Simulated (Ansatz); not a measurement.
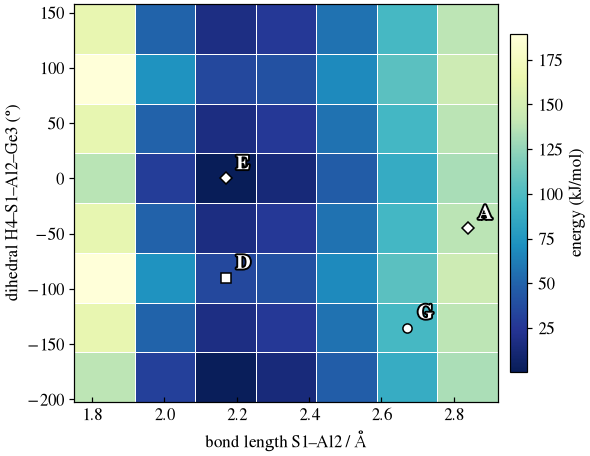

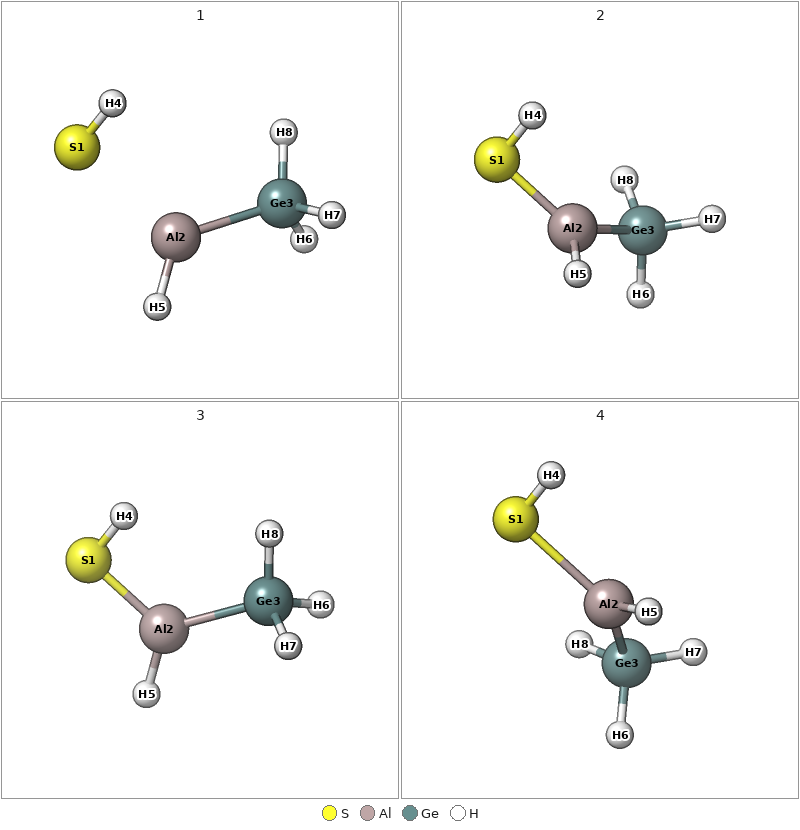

AlGeH₅S, SMILES [SH][AlH][GeH3]. First axis: bond length S1–Al2. Second axis: dihedral H4–S1–Al2–Ge3. Nothing is relaxed (all other coordinates rigid). Grid: 7 × 8 points; 36 points were computed and 20 follow by symmetry. Points are written as (first, second). Energies are in kJ/mol, from the relaxed molecule at the same level. The calculation used RKS PBE0-D4/def2-TZVP in Ansatz.

The picture shows one coloured cell a grid point, lettered points. The numbered pictures are the structures at these points, in random order.

> Which structure belongs to which point?

A is structure 1: (2.838 Å, −45°), 138 kJ/mol; D is structure 2: (2.169 Å, −90°), 35 kJ/mol; E is structure 3: (2.169 Å, 0°), 0.14 kJ/mol; G is structure 4: (2.671 Å, −135°), 97 kJ/mol.
